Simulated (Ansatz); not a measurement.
**Alloy of Mg2Si and Mg2Ge (6 of 32 Si sites exchanged), 96 atoms**

Aim: relax the alloy cell and compare the gap by PBEsol and r²SCAN.

Program: Ansatz 0.2.0, PAW, plane waves. These are calculated values, not measurements.

## 1. The starting cell

96 atoms (64 Mg, 26 Si, 6 Ge); a = 12.664 Å, b = 12.664 Å, c = 12.664 Å, α = 90.00°, β = 90.00°, γ = 90.00°. All atoms were shaken off their sites by about 0.02 Å along each axis.

The runs, in order: (2) PBEsol cell relaxation at the single k point (¼, ¼, ¼), on 1 × NVIDIA H100 80GB HBM3 with 11 threads of AMD EPYC 7R13; (3) r²SCAN single point at the single k point (¼, ¼, ¼), on 1 × NVIDIA H100 80GB HBM3 with 11 threads of AMD EPYC 7R13.

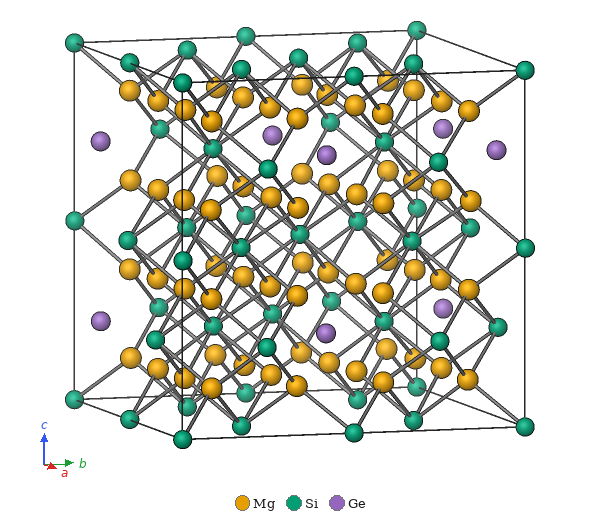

Start, viewed slightly off an axis; magnesium amber, silicon teal, germanium purple. Atoms on faces are repeated.

## 2. Relaxing cell and atoms with PBEsol

Contents of in.yaml:

```yaml
crystal:
  lattice:
    - [12.664298, 0.000000, 0.000000]
    - [0.000000, 12.664298, 0.000000]
    - [0.000000, 0.000000, 12.664298]
  atoms:
    - { symbol: Mg, position: [0.374059, 0.126460, 0.123367] }
    - { symbol: Mg, position: [0.375754, 0.126873, 0.625132] }
    - { symbol: Mg, position: [0.375593, 0.625906, 0.123150] }
    - { symbol: Mg, position: [0.374637, 0.625925, 0.623061] }
    - { symbol: Mg, position: [0.874816, 0.125229, 0.124767] }
    - { symbol: Mg, position: [0.872094, 0.123367, 0.624365] }
    - { symbol: Mg, position: [0.876233, 0.625571, 0.124121] }
    - { symbol: Mg, position: [0.872552, 0.627117, 0.625605] }
    - { symbol: Mg, position: [0.126990, 0.372342, 0.125966] }
    - { symbol: Mg, position: [0.123967, 0.378449, 0.627226] }
    - { symbol: Mg, position: [0.125826, 0.872435, 0.124917] }
    - { symbol: Mg, position: [0.125139, 0.876481, 0.624125] }
    - { symbol: Mg, position: [0.627556, 0.376955, 0.125881] }
    - { symbol: Mg, position: [0.627042, 0.377330, 0.623310] }
    - { symbol: Mg, position: [0.625309, 0.874650, 0.127621] }
    - { symbol: Mg, position: [0.626819, 0.874067, 0.626685] }
    - { symbol: Mg, position: [0.123338, 0.123384, 0.374331] }
    - { symbol: Mg, position: [0.124085, 0.123413, 0.875360] }
    - { symbol: Mg, position: [0.127494, 0.627383, 0.375845] }
    - { symbol: Mg, position: [0.126151, 0.625931, 0.874252] }
    - { symbol: Mg, position: [0.627131, 0.123853, 0.376489] }
    - { symbol: Mg, position: [0.626191, 0.126711, 0.877448] }
    - { symbol: Mg, position: [0.626236, 0.624556, 0.372534] }
    - { symbol: Mg, position: [0.624496, 0.622820, 0.872287] }
    - { symbol: Mg, position: [0.126803, 0.125517, 0.126201] }
    - { symbol: Mg, position: [0.126023, 0.124884, 0.623915] }
    - { symbol: Mg, position: [0.123561, 0.624123, 0.123272] }
    - { symbol: Mg, position: [0.126655, 0.625599, 0.625168] }
    - { symbol: Mg, position: [0.628805, 0.124283, 0.125880] }
    - { symbol: Mg, position: [0.625205, 0.123405, 0.624663] }
    - { symbol: Mg, position: [0.626383, 0.626486, 0.127242] }
    - { symbol: Mg, position: [0.627697, 0.626938, 0.623271] }
    - { symbol: Mg, position: [0.377593, 0.374858, 0.373199] }
    - { symbol: Mg, position: [0.374235, 0.375034, 0.875554] }
    - { symbol: Mg, position: [0.374574, 0.876170, 0.374392] }
    - { symbol: Mg, position: [0.375089, 0.873496, 0.878208] }
    - { symbol: Mg, position: [0.874657, 0.374964, 0.375367] }
    - { symbol: Mg, position: [0.877328, 0.374911, 0.872454] }
    - { symbol: Mg, position: [0.872479, 0.876689, 0.374499] }
    - { symbol: Mg, position: [0.874957, 0.876413, 0.875853] }
    - { symbol: Mg, position: [0.373673, 0.379181, 0.124315] }
    - { symbol: Mg, position: [0.376432, 0.374993, 0.626346] }
    - { symbol: Mg, position: [0.374650, 0.877968, 0.125627] }
    - { symbol: Mg, position: [0.375369, 0.873662, 0.625360] }
    - { symbol: Mg, position: [0.874415, 0.373793, 0.122234] }
    - { symbol: Mg, position: [0.874895, 0.377240, 0.621879] }
    - { symbol: Mg, position: [0.874422, 0.872883, 0.122412] }
    - { symbol: Mg, position: [0.878654, 0.880316, 0.623428] }
    - { symbol: Mg, position: [0.375207, 0.125076, 0.376433] }
    - { symbol: Mg, position: [0.376146, 0.126671, 0.874821] }
    - { symbol: Mg, position: [0.372435, 0.624090, 0.375559] }
    - { symbol: Mg, position: [0.371076, 0.621573, 0.873439] }
    - { symbol: Mg, position: [0.873448, 0.124589, 0.374792] }
    - { symbol: Mg, position: [0.874911, 0.125287, 0.873051] }
    - { symbol: Mg, position: [0.876995, 0.624475, 0.374243] }
    - { symbol: Mg, position: [0.872993, 0.625203, 0.876168] }
    - { symbol: Mg, position: [0.128507, 0.374349, 0.375396] }
    - { symbol: Mg, position: [0.124975, 0.377071, 0.875637] }
    - { symbol: Mg, position: [0.126348, 0.875109, 0.373892] }
    - { symbol: Mg, position: [0.126063, 0.876604, 0.876522] }
    - { symbol: Mg, position: [0.624467, 0.375113, 0.373466] }
    - { symbol: Mg, position: [0.621832, 0.375392, 0.874836] }
    - { symbol: Mg, position: [0.622683, 0.873561, 0.374755] }
    - { symbol: Mg, position: [0.623888, 0.876393, 0.874637] }
    - { symbol: Si, position: [0.000527, 0.000715, 0.999540] }
    - { symbol: Si, position: [0.001109, 0.001567, 0.500898] }
    - { symbol: Si, position: [0.001870, 0.501022, 0.000668] }
    - { symbol: Si, position: [0.003450, 0.500965, 0.498483] }
    - { symbol: Si, position: [0.499718, 0.004388, 0.999879] }
    - { symbol: Si, position: [0.498917, 0.999198, 0.501641] }
    - { symbol: Si, position: [0.500183, 0.497452, 0.995271] }
    - { symbol: Si, position: [0.499328, 0.501461, 0.501068] }
    - { symbol: Si, position: [0.250647, 0.251056, 0.998593] }
    - { symbol: Si, position: [0.250508, 0.249594, 0.501066] }
    - { symbol: Si, position: [0.248554, 0.749296, 0.000610] }
    - { symbol: Si, position: [0.250907, 0.748887, 0.500719] }
    - { symbol: Si, position: [0.752832, 0.250729, 0.000877] }
    - { symbol: Si, position: [0.751720, 0.249699, 0.501080] }
    - { symbol: Si, position: [0.753546, 0.753200, 0.998857] }
    - { symbol: Si, position: [0.750783, 0.749411, 0.501376] }
    - { symbol: Si, position: [0.249930, 0.500430, 0.249966] }
    - { symbol: Si, position: [0.750313, 0.000589, 0.251010] }
    - { symbol: Si, position: [0.999378, 0.247432, 0.248965] }
    - { symbol: Si, position: [0.002035, 0.249761, 0.749204] }
    - { symbol: Si, position: [0.000382, 0.751681, 0.248579] }
    - { symbol: Si, position: [0.000467, 0.748039, 0.750698] }
    - { symbol: Si, position: [0.498018, 0.248976, 0.252639] }
    - { symbol: Si, position: [0.500686, 0.247082, 0.750421] }
    - { symbol: Si, position: [0.499384, 0.747412, 0.248450] }
    - { symbol: Si, position: [0.497828, 0.748754, 0.751274] }
    - { symbol: Ge, position: [0.250204, 0.998690, 0.247472] }
    - { symbol: Ge, position: [0.251653, 0.997809, 0.751885] }
    - { symbol: Ge, position: [0.251411, 0.499797, 0.750585] }
    - { symbol: Ge, position: [0.750471, 0.996175, 0.747679] }
    - { symbol: Ge, position: [0.748241, 0.498946, 0.251497] }
    - { symbol: Ge, position: [0.748596, 0.501009, 0.750895] }
  symmetry: { detect: false }
kpoints:
  mp_grid: { grid: [1, 1, 1], shift: [0.25, 0.25, 0.25] }
hamiltonian:
  xc: pbesol
scf:
  occupations: { method: fermi_dirac, width: 0.01 }
relax:
  f_tol: 0.03
  max_steps: 80
  escape_saddle: false
  adjacent_minimum: "off"
  cell: { fix: [shape] }
output:
  forces: true
  eigenvalues: true
  populations: true
```

On the command line:

```bash
$ ansatz run in.yaml --threads 11 --pin off --max-ram 102600MiB --runs-dir r --events-out ev --progress --plain --backend cuda --devices 0, --max-vram 75GiB
```

Standard output:

```text
Pseudopotentials: kind: paw
Functional definition: PBEsol
  exchange = pbesol_x
  correlation = pbesol_c
Crystal: 96 atoms, lattice volume = 2031.156 Å³
Basis set: ecut = 420 eV, 39607 PW (Γ), exchange–correlation on 180×180×180 points (8 copies of the dense FFT grid, shifted against one another)
Bands: 510, of which v1, the nominal top of the filled ones, is band 414 counted from 1 (413 counted from 0)
Symmetry: 1 space group operations
k-points: 1
Non-local potential: Mg, projectors of the file, l = 0: 3, l = 1: 2, l = 2: 1
Non-local potential: Si, projectors of the file, l = 0: 2, l = 1: 2, l = 2: 2
Non-local potential: Ge, projectors of the file, l = 0: 2, l = 1: 2, l = 2: 3, l = 3: 1
PAW form: soft (Blöchl's): semilocal exchange-correlation on the pseudo side does not see the compensation charge
PAW frozen core: Mg, regenerated for the run's functional, and the local potential with it (the file was generated under x = pbe(κ = 0.804, μ = 0.2195149727645171), c = pbe(β = 0.06672455060314922))
PAW frozen core: Si, regenerated for the run's functional, and the local potential with it (the file was generated under x = pbe(κ = 0.804, μ = 0.2195149727645171), c = pbe(β = 0.06672455060314922))
PAW frozen core: Ge, regenerated for the run's functional, and the local potential with it (the file was generated under x = pbe(κ = 0.804, μ = 0.2195149727645171), c = pbe(β = 0.06672455060314922))
PAW one-centre angular grid: Mg, 110 points (default); XC on 64 Gauss nodes
PAW one-centre angular grid: Si, 110 points (default); XC on 64 Gauss nodes
PAW one-centre angular grid: Ge, 590 points (default); XC on 64 Gauss nodes
Initial density: superposition of atomic densities (neutral atoms: chi_scale 0, normalization atom), corrected by the library's trained network
Initial wavefunctions: pseudopotential atomic-orbital guess
Functional: x = pbesol(κ = 0.804, μ = 0.12345679012345678), c = pbesol(β = 0.046)
SCF iter   1: F=—  HF=-164068.490833 eV  |F-HF|=—  |Δ(HF+E_count)|=         —  Δρ=6.07e-3  dr2=1.73e0  ethr=1.77e-3  ⟨swp⟩=6.0  Hψ=1869  notcnv=0  defer=40
preconditioner: auto → Resta (q_TF=auto, 2.349 Å⁻¹)  ε∞=5.2  [insulator: Δε(μ)=0.431 eV  Ē_g=6.405 eV  σ=0.010 eV  W_gap=1.00  n_scr=460 (ndim 8)  ℏωp=13.2 eV  f_vac=0.016  D(μ)=0.00/eV (n_scr^D=0)  ε∞_Penn≈5.2]
SCF iter   2: F=—  HF=-164068.104035 eV  |F-HF|=—  |Δ(HF+E_count)|=   3.87e-1  Δρ=3.26e-3  dr2=5.04e-1  ethr=2.09e-4  ⟨swp⟩=2.0  Hψ=600  notcnv=0  defer=83
SCF iter   3: F=—  HF=-164067.986842 eV  |F-HF|=—  |Δ(HF+E_count)|=   1.17e-1  Δρ=7.53e-4  dr2=1.72e-2  ethr=6.08e-5  ⟨swp⟩=2.0  Hψ=568  notcnv=0  defer=83
SCF iter   4: F=—  HF=-164067.989145 eV  |F-HF|=—  |Δ(HF+E_count)|=   2.30e-3  Δρ=3.63e-4  dr2=4.57e-3  ethr=2.07e-6  ⟨swp⟩=3.0  Hψ=605  notcnv=0  defer=83
SCF iter   5: F=—  HF=-164067.984432 eV  |F-HF|=—  |Δ(HF+E_count)|=   4.71e-3  Δρ=9.93e-5  dr2=4.13e-4  ethr=5.52e-7  ⟨swp⟩=2.0  Hψ=585  notcnv=0  defer=83
SCF iter   6: F=—  HF=-164067.984476 eV  |F-HF|=—  |Δ(HF+E_count)|=   4.32e-5  Δρ=4.71e-5  dr2=1.05e-4  ethr=4.99e-8  ⟨swp⟩=2.0  Hψ=585  notcnv=0  defer=83
SCF iter   7: F=—  HF=-164067.987883 eV  |F-HF|=—  |Δ(HF+E_count)|=   3.41e-3  Δρ=1.53e-5  dr2=1.15e-5  ethr=1.27e-8  ⟨swp⟩=2.0  Hψ=668  notcnv=0  defer=83
SCF iter   8: F=—  HF=-164067.987919 eV  |F-HF|=—  |Δ(HF+E_count)|=   3.59e-5  Δρ=5.23e-6  dr2=6.90e-7  ethr=1.38e-9  ⟨swp⟩=2.0  Hψ=585  notcnv=0  defer=83
SCF iter   9: F=—  HF=-164067.987919 eV  |F-HF|=—  |Δ(HF+E_count)|=   2.43e-7  Δρ=1.99e-6  dr2=7.90e-8  ethr=1.21e-11  ⟨swp⟩=16.0  Hψ=3048  notcnv=0
SCF iter  10: F=-164067.987919 eV  HF=-164067.987919 eV  |F-HF|=7.86e-10  |Δ(HF+E_count)|=   6.89e-8  Δρ=5.57e-7  dr2=6.98e-9  ethr=9.54e-12  ⟨swp⟩=4.0  Hψ=1121  notcnv=0
SCF 1 converged in 10 iterations: F = -164067.987919 eV  dr2 = 6.98e-9
relax step   1: F+E_penalty+E_count = -164067.98791908 eV  Δ(F+E_penalty+E_count) = +0.000e0 eV  max|allowed force component| = 4.442e-1 eV/Å  Δτ_max = 0.0000 Å  P = +0.074 GPa  Ω = 2031.156 Å³  fix = [alpha, beta, gamma, b/a, c/a]  reactions: b/a -0.002, c/a -0.004 GPa; alpha +0.425, beta +0.449, gamma +0.429 GPa/rad  (10 SCF iters, dr2 threshold 1.00e-7 eV, accepted)
[... 12 lines left out ...]
relax step   2: F+E_penalty+E_count = -164068.06643738 eV  Δ(F+E_penalty+E_count) = -7.852e-2 eV  max|allowed force component| = 3.360e-1 eV/Å  Δτ_max = 0.1186 Å  P = +0.183 GPa  Ω = 2026.196 Å³  energy of the carried Pulay correction = +3.579e-4 eV  fix = [alpha, beta, gamma, b/a, c/a]  reactions: b/a +0.002, c/a -0.008 GPa; alpha +0.433, beta +0.425, gamma +0.439 GPa/rad  (6 SCF iters, dr2 thres [...]
[... 10 lines left out ...]
relax step   3: F+E_penalty+E_count = -164068.31939843 eV  Δ(F+E_penalty+E_count) = -2.530e-1 eV  max|allowed force component| = 1.158e-2 eV/Å  Δτ_max = 0.0720 Å  P = +0.022 GPa  Ω = 2030.953 Å³  energy of the carried Pulay correction = +1.466e-5 eV  fix = [alpha, beta, gamma, b/a, c/a]  reactions: b/a +0.000, c/a -0.000 GPa; alpha +0.440, beta +0.441, gamma +0.437 GPa/rad  (6 SCF iters, dr2 thres [...]
[... 10 lines left out ...]
relax step   4: F+E_penalty+E_count = -164068.31939973 eV  Δ(F+E_penalty+E_count) = -1.300e-6 eV  max|allowed force component| = 1.156e-2 eV/Å  Δτ_max = 0.0000 Å  P = +0.022 GPa  Ω = 2030.953 Å³  fix = [alpha, beta, gamma, b/a, c/a]  reactions: b/a +0.000, c/a -0.000 GPa; alpha +0.440, beta +0.441, gamma +0.437 GPa/rad  stress off target by 2.24e-2 GPa on what of the cell is left free  SCF on the [...]
SCF converged after 6 iterations
Free energy (F): -164068.319400 eV
Harris-Foulkes:  -164068.319400 eV  (|F-HF|=5.82e-11)
Internal energy: -164068.319400 eV  (E = F + TS)
E sigma→0 (E₀):  -164068.319400 eV
Fermi energy:    6.228271 eV
--- Per-component energies (eV) ---
  E_band       = -23303.286078
  E_kinetic    = 6546.999588
  E_local      = -125196.851245  (includes V_loc(G=0)·N_el)
  E_nonlocal   = 9352.438333
  E_hartree    = 46813.508238
  E_xc         = -3702.361660
  E_vxc        = -3981.360820  (∫ρ·V_xc dr)
  E_paw        = -42842.089967  (= ΣΔE_a)
  E_vpaw       = -3651.530041  (= ΣTr[D̂ρ^β])
  E_aug_tail   = 0.001751  (compensation charges beyond the density's cutoff)
  E_ewald      = -55050.059816
  E_core_change = 10.095380  (= ΣΔE_core)
  E_smearing   = -0.000000  (= −TS)
  E_closure    = 0.000000  (closes the sum)
  Σ components = -164068.319400   (vs F -164068.319400, Δ=0.00e0)
--- Forces (eV/Å), atoms counted from 1 ---
  atom   1  Mg    -0.00226063     0.00167475    -0.00238748
  atom   2  Mg     0.00050130     0.00164399     0.00240365
[... 8 atoms left out ...]
  atom  11  Mg     0.01139569     0.00700603    -0.00095137
[... 14 atoms left out ...]
  atom  26  Mg     0.00485559    -0.01094002    -0.00391570
[... 1 atom left out ...]
  atom  28  Mg    -0.00319662    -0.00946945    -0.00104695
[... 10 atoms left out ...]
  atom  39  Mg     0.00225587     0.01156288     0.00203923
  atom  40  Mg     0.00685000     0.01054578     0.00066323
  atom  41  Mg    -0.00965027    -0.00851398     0.00070753
[... 14 atoms left out ...]
  atom  56  Mg    -0.00197261    -0.01105224     0.00031053
[... 17 atoms left out ...]
  atom  74  Si     0.00423859     0.00804796    -0.00454061
[... 22 atoms left out ...]
  max |Σ_I F_I| component: 2.50e-6 eV/Å
--- Stress (GPa, compression-positive) ---
        0.022344      -0.437377      -0.441446
       -0.437377       0.022422      -0.439639
       -0.441446      -0.439639       0.022367
  P = ⅓ Tr σ = 0.0224 GPa (0.224 kbar)
--- Band table (eV) ---
  k-point 0: bands = [... 402 lower levels ..., "5.2687", "5.2711", "5.3175", "5.3187", "5.3196", "5.4877", "5.4890", "5.7069", "5.7106", "5.7130", "5.9700", "5.9713", "6.4790", "6.5645", "6.5647", "7.1771", "7.1850", "7.1913", "7.3332", "7.3384", "7.3447", "7.4156", "7.4541", "7.4549", ... 84 higher levels ...]
--- Relaxed structure (3 steps of the walk, 3 accepted, 1 SCFs on fresh bases) ---
  F+E_penalty+E_count = -164068.31939973 eV   max|allowed force component| = 1.156e-2 eV/Å   (the final SCF, on the basis selected at the relaxed cell)
  cell:  # Å, volume = 2030.9530 Å³
    - [12.663875214781303, 1.2914465391849653e-143, 3.888800985110968e-111]
    - [1.2914465391849653e-143, 12.663875214781303, -3.339528027403129e-144]
    - [3.888800985110968e-111, -3.339528027403129e-144, 12.663875214781303]
  atoms:
    - { symbol: Mg, position: [0.37582755816773583, 0.12562663475346628, 0.1249110846401332] }
    - { symbol: Mg, position: [0.3755713398792528, 0.12551793623364962, 0.6246113398232845] }
[... 94 atoms left out; the next input holds them all, rounded ...]
--- Löwdin populations: 96 sites ---
  site symbol       q [e]
     0     Mg      8.6888
     1     Mg      8.6886
[... 94 atoms left out ...]
  spilling = 0.013078 (of n_electrons = 828.000000)
```

It took 7.3 s on 1 × NVIDIA H100 80GB HBM3 with 11 threads of AMD EPYC 7R13, shared host; peak host memory 1.6 GiB.

Recorded steps of the relaxation (solves on a freshly chosen basis count as rows, and their energies jump a little):

```tsv
accepted step	energy change (eV)	largest force component (eV/Å)	SCF cycles	pressure (GPa)
1	0.000	0.444	10	0.07
2	-0.079	0.336	6	0.18
3	-0.331	0.012	6	0.02
4	-0.331	0.012	6	0.02
```

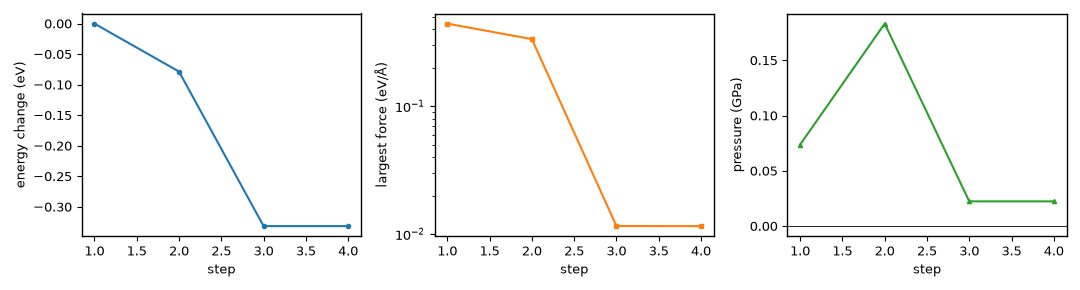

Energy, largest force component and pressure along the relaxation.

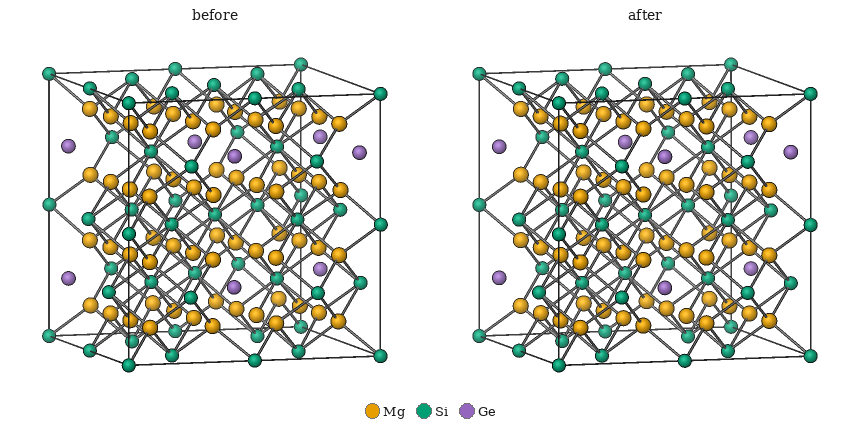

The cell before and after the relaxation.

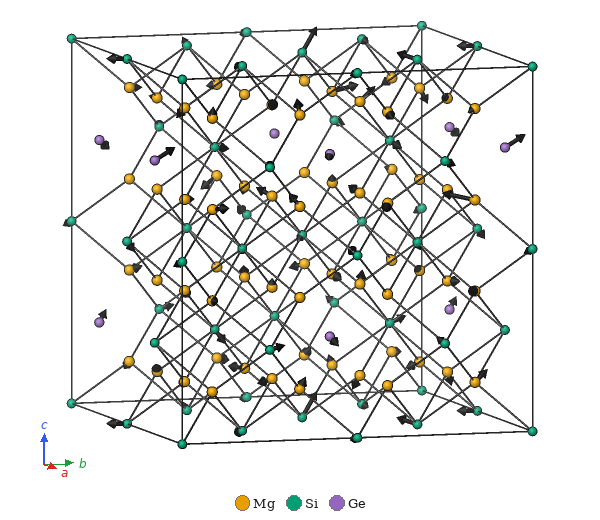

The relaxed cell; black arrows show the larger shifts of the atoms, drawn 15 times longer.

|  | before | after | change |
| --- | --- | --- | --- |
| a (Å) | 12.664 | 12.664 | -0.00 % |
| b (Å) | 12.664 | 12.664 | -0.00 % |
| c (Å) | 12.664 | 12.664 | -0.00 % |
| volume (Å³/atom) | 21.158 | 21.156 | -0.01 % |

Bond lengths by pair after relaxation (within a distance cut, which drops stretched bonds):

```tsv
pair	count	mean (Å)	spread (Å)	least	most
Ge–Mg	48	2.748	0.002	2.744	2.751
Mg–Mg	192	3.166	0.006	3.154	3.178
Mg–Si	208	2.740	0.002	2.735	2.745
```

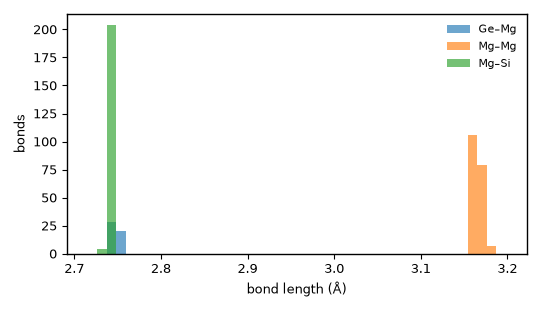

Spread of the bond lengths.

Spacing of the frontier levels at the single k point (¼, ¼, ¼): 0.51 eV (5.971 to 6.479 eV).

[end of part 1 of 2]
